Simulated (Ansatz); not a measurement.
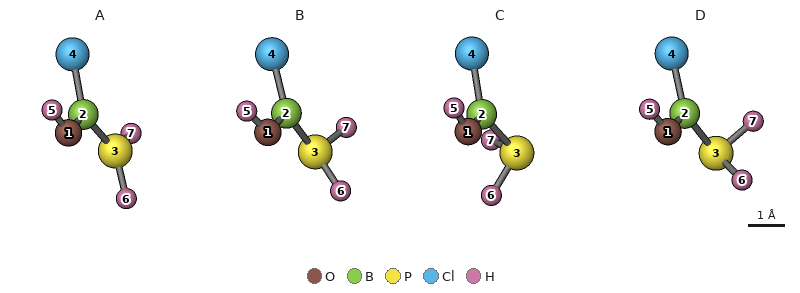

4 geometries from a converged minimum-energy path of BPH₃OCl, shuffled. A ball-and-stick model, seen from a free direction.

Method: RKS PBE/def2-mTZVP (Ansatz 0.2.0). Settings: 9 movable images; climbing image; force threshold 0.05 eV/Å; iteration limit 60; starting path by image-dependent pair potential.

Which of them lies highest in energy?

A. In order along the path, whose images run from 0 to 10: D (image 0, 0.0 kcal/mol), B (image 3, +7.3 kcal/mol), A (image 5, +16.4 kcal/mol), C (image 10, 0.0 kcal/mol). The motion is an umbrella inversion at P3. No bond forms or breaks between the ends. Bond angles that change up to the highest image, for instance: B2–P3–H6 96.4° → 124.5°, B2–P3–H7 96.3° → 122.4°.
